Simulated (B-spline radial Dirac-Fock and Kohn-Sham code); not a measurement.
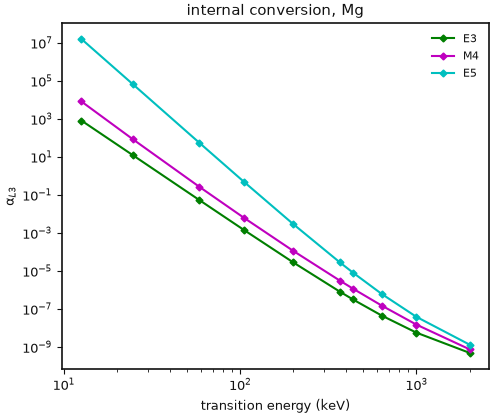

**Figure.** L3-subshell internal conversion coefficients against transition energy, at the marked points and joined by straight lines (also across edges). The figure is for magnesium (Z = 12). Computed with a B-spline radial atomic code: a Dirac–Hartree–Slater potential of the neutral atom, no hole, surface-current nucleus.

Describe what the figure shows.

E3 goes from 828 at 12.6 keV to 4.96 × 10⁻¹⁰ at 2000 keV; M4 goes from 8320 at 12.6 keV to 7.63 × 10⁻¹⁰ at 2000 keV; E5 goes from 1.62 × 10⁷ at 12.6 keV to 1.34 × 10⁻⁹ at 2000 keV.
